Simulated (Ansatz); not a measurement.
# Is the response still linear at 0.4 V/Å? Fe(110), 6 layers

The dipole of a slab grows in proportion to a weak field along its normal. Does the weak-field slope carry to a strong field?

How it was computed: Ansatz 0.2.0, plane waves with PAW datasets (its set soft_2), PBE; atoms held at bulk places, 18 Å of vacuum, dipole correction, cell area 5.82 Å², spin-polarised, 22×22 k-points, smearing 0.1 eV. Without field the slab has no gap over 0.05 eV.

```tsv
run	field (V/Å)	dipole (e·Å)
run 1	−0.10	−0.04471
run 2	−0.05	−0.02236
run 3	0.00	0.00000
run 4	0.05	0.02236
run 5	0.10	0.04471
run 6	0.40	?
```

Q: Estimate the withheld value from the rows shown.

A least-squares line through the 5 rows shown has slope 0.447120 and intercept 0.000000; no row lies more than 0.00001 e·Å off it. A perfect conductor with that slope would be 180.95 × 0.44712 / 5.82 = 13.90 Å thick. At 0.40 it gives 0.447120 × 0.40 + 0.000000 = 0.17885 e·Å, beyond the rows fitted. Rounding and scatter of the rows alone allow about ±0.00002 e·Å there.

The run itself gives 0.17895 e·Å: a miss of +0.00010 e·Å. That is under 1 % of the induced dipole, so the response is still linear.

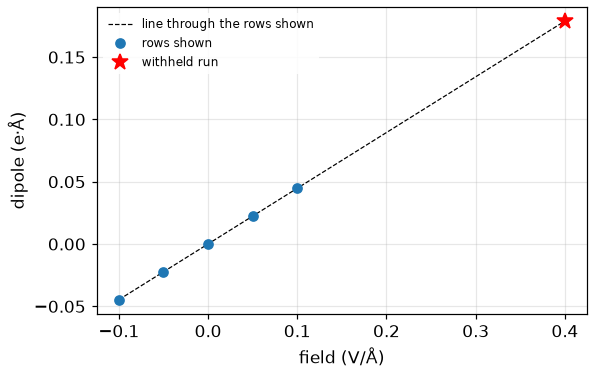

The fit and the withheld run.

Caveats: Ions are held, so this is the electronic response. Of the series that stay linear within 1 %, this collection keeps about one in seven, and it keeps all that bend.

[Logs are printed without paths, hosts, clocks, repeated set-up lines and the standing remarks that a program may print on its own settings, such as how far it seeks lower states.]
